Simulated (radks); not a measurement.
System: atomic argon (Ar), configuration [Ne] 3s2 3p6. Computed with the in-house radial solver radks: scalar-relativistic Kohn-Sham, Wu-Cohen GGA, spin-unpolarised, spherical densities, finite nucleus.

```
Z 18
configuration [Ar]
relativity scalar-relativistic
functional wc,pbe
spin unpolarised
nucleus finite rms 3.4274 fm
c 137.035999084
```

The run was one of a batch (task.json lists them), launched with:
```bash
python run_ks.py task.json out
```

Wanted: the electron density ρ(r) on a logarithmic scale.

The density falls from 3700 electrons/bohr³ at the inner end (r = 0.0028 bohr) to 0.001 at r = 3.74 bohr, a common measure of the size of an atom or ion. The steps in the slope mark the shells; the radial density has its minima at 0.14 and 0.80 bohr.

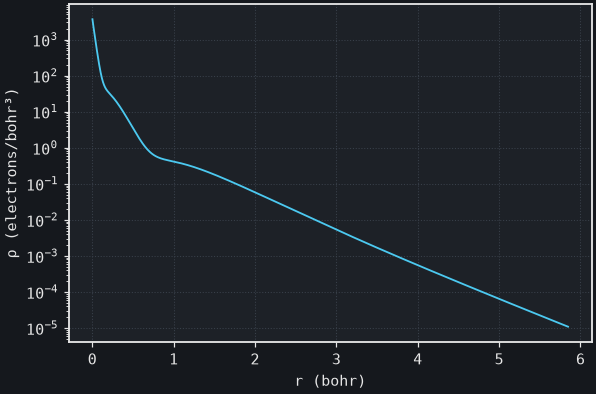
